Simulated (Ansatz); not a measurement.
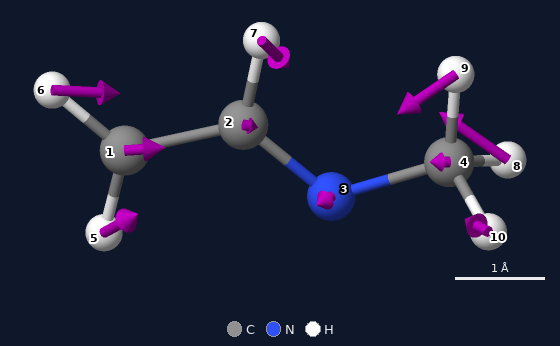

This is a relaxation of C3H6N (multiplicity 2). The starting structure is drawn; purple arrows show the displacements, 20 times their true length. The two geometries are superimposed by the best rigid fit.

A ball-and-stick model, seen at a tilt.

The start comes from PBE-D4/def2-SVP.

The calculation used UKS PBE0-D4/def2-TZVP (Ansatz). Set-up: force threshold 0.005 eV/Å; at most 150 steps.

Q: Atoms of which element are displaced furthest, and by how much?

A: Hydrogen: up to 0.048 Å, against 0.023 Å for carbon.

Q: Describe the change and its energy.

A: The atom that moves furthest after the best rigid fit is H8 (0.048 Å). Largest moves by element: H 0.048 Å, C 0.023 Å, N 0.013 Å. Near-neighbour distances that change, for instance: C2–H7 1.120 → 1.099 Å, C4–H10 1.114 → 1.096 Å, C1–H5 1.101 → 1.083 Å, C1–C2 1.403 → 1.387 Å. After 5 accepted moves (6 points after the start) the energy has fallen by 1.16 kcal/mol. The largest force component goes from 0.66 to 0.0033 eV/Å. The line search rejected the trial step at point 3 of the run. The run took roughly 70 core-seconds on a shared host.
